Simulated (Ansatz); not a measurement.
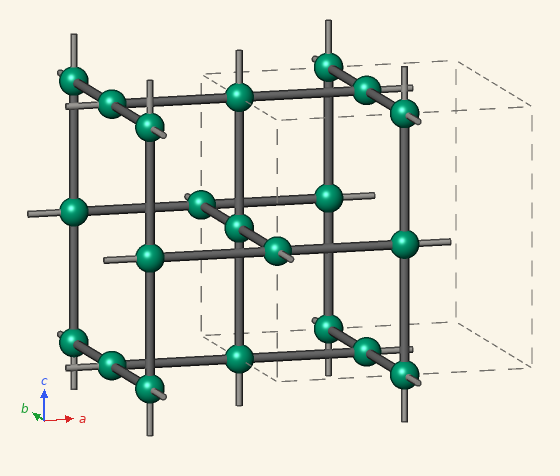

The picture shows a finite piece of the underlying net of a crystal structure, nodes on the atoms' positions. Nodes are coloured by topological kind. Short stubs are edges that leave the cut-out.

Q: Classify the net: periodicity, connectivity, name.

A: A uninodal 4-connected, three-periodic net. It is the nbo net, known from NbO.

Q: Give point symbol and coordination sequence.

A: 6^4.8^2, sequence 4, 12, 28, 50, 76, 110.

Origin of the net. The compound is CsW₃ (space group Im-3m, No. 229), taken as the input geometry of an electronic-structure calculation (not necessarily at equilibrium); the starting structure was generated, so it need not be a known form of this composition. Bonds are taken as W–W below 3.1 Å; Cs is left out of the net, as the electropositive filling of the structure; no other contact counts. Simplification: prune 0- and 1-connected atoms, fold 2-connected ones into links. W is a 4-connected node.
